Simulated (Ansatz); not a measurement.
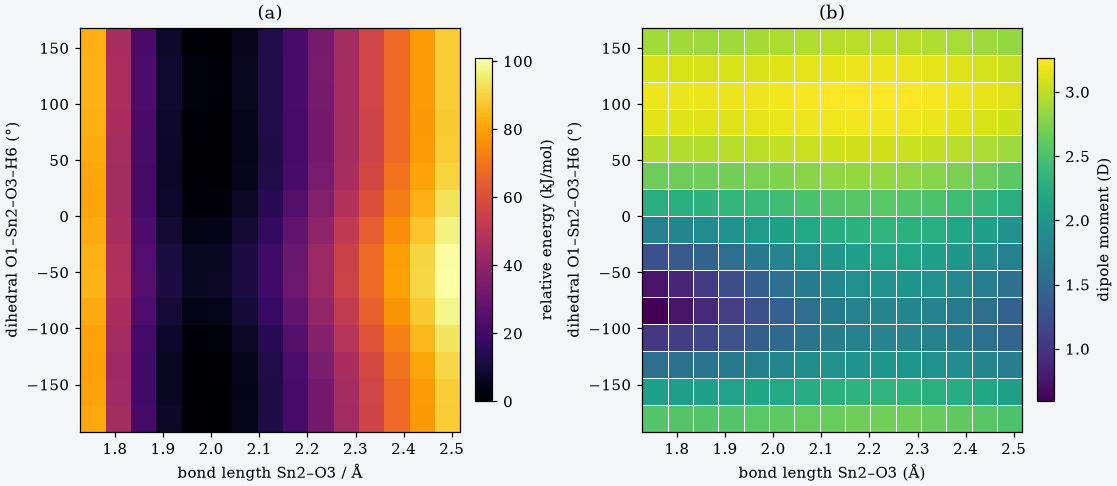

FH₂O₂Sn, SMILES [OH][Sn]([OH])[F], spin multiplicity 2. 
- First axis: bond length Sn2–O3. Second axis: dihedral O1–Sn2–O3–H6.
- Nothing is relaxed (all other coordinates rigid).
- The scan uses a 15 × 15 grid.
- Energies: kJ/mol, counted from the lowest grid point.
- All numbers below come from UKS PBE0-D4/def2-SVP (Ansatz 0.2.0).

Panel (a) is the energy; panel (b) is the computed dipole moment, in D.

The picture shows one coloured cell a grid point.

**How does the dipole moment vary over the map, and what is it at the lowest grid point?**

Leaving out the highest fifth of the energies, it runs from 0.74 D at bond length Sn2–O3 = 1.807 Å, dihedral O1–Sn2–O3–H6 = −84° to 3.26 D at bond length Sn2–O3 = 2.228 Å, dihedral O1–Sn2–O3–H6 = 108°. At the lowest grid point, bond length Sn2–O3 = 2.017 Å, dihedral O1–Sn2–O3–H6 = −156°, it is 2.21 D.

| dihedral O1–Sn2–O3–H6 ↓, bond length Sn2–O3 → | 1.754 | 1.807 | 1.859 | 1.912 | 1.965 | 2.017 | 2.070 | 2.123 | 2.175 | 2.228 | 2.281 | 2.333 | 2.386 | 2.439 | 2.491 |
| --- | --- | --- | --- | --- | --- | --- | --- | --- | --- | --- | --- | --- | --- | --- | --- |
| 156 | 2.89 | 2.88 | 2.87 | 2.88 | 2.90 | 2.92 | 2.94 | 2.96 | 2.98 | 2.98 | 2.97 | 2.95 | 2.92 | 2.88 | 2.83 |
| 132 | 3.12 | 3.10 | 3.09 | 3.10 | 3.11 | 3.13 | 3.15 | 3.17 | 3.18 | 3.18 | 3.17 | 3.15 | 3.12 | 3.08 | 3.04 |
| 108 | 3.20 | 3.18 | 3.18 | 3.18 | 3.20 | 3.22 | 3.23 | 3.25 | 3.26 | 3.26 | 3.25 | 3.23 | 3.20 | 3.16 | 3.12 |
| 84 | 3.14 | 3.13 | 3.13 | 3.14 | 3.15 | 3.17 | 3.19 | 3.21 | 3.22 | 3.22 | 3.21 | 3.18 | 3.15 | 3.10 | 3.06 |
| 60 | 2.96 | 2.95 | 2.95 | 2.97 | 2.99 | 3.01 | 3.04 | 3.06 | 3.07 | 3.07 | 3.05 | 3.02 | 2.98 | 2.93 | 2.87 |
| 36 | 2.67 | 2.66 | 2.67 | 2.70 | 2.73 | 2.76 | 2.79 | 2.82 | 2.83 | 2.83 | 2.81 | 2.78 | 2.73 | 2.66 | 2.59 |
| 12 | 2.27 | 2.28 | 2.30 | 2.34 | 2.39 | 2.44 | 2.49 | 2.54 | 2.56 | 2.57 | 2.55 | 2.50 | 2.44 | 2.36 | 2.27 |
| −12 | 1.78 | 1.82 | 1.87 | 1.95 | 2.03 | 2.11 | 2.19 | 2.26 | 2.30 | 2.32 | 2.31 | 2.26 | 2.18 | 2.08 | 1.96 |
| −36 | 1.24 | 1.32 | 1.43 | 1.55 | 1.67 | 1.80 | 1.92 | 2.02 | 2.10 | 2.14 | 2.14 | 2.09 | 2.01 | 1.89 | 1.75 |
| −60 | 0.74 | 0.88 | 1.04 | 1.21 | 1.38 | 1.54 | 1.69 | 1.82 | 1.91 | 1.97 | 1.97 | 1.94 | 1.85 | 1.73 | 1.58 |
| −84 | 0.59 | 0.74 | 0.90 | 1.07 | 1.25 | 1.41 | 1.55 | 1.67 | 1.76 | 1.81 | 1.82 | 1.77 | 1.68 | 1.56 | 1.41 |
| −108 | 1.01 | 1.07 | 1.15 | 1.26 | 1.38 | 1.50 | 1.61 | 1.70 | 1.77 | 1.80 | 1.80 | 1.75 | 1.68 | 1.57 | 1.45 |
| −132 | 1.57 | 1.58 | 1.62 | 1.67 | 1.74 | 1.81 | 1.88 | 1.94 | 1.98 | 2.00 | 1.99 | 1.95 | 1.89 | 1.82 | 1.73 |
| −156 | 2.10 | 2.09 | 2.10 | 2.13 | 2.17 | 2.21 | 2.25 | 2.29 | 2.32 | 2.33 | 2.32 | 2.29 | 2.24 | 2.19 | 2.12 |
| −180 | 2.55 | 2.53 | 2.54 | 2.55 | 2.57 | 2.60 | 2.63 | 2.66 | 2.68 | 2.68 | 2.67 | 2.65 | 2.61 | 2.56 | 2.51 |
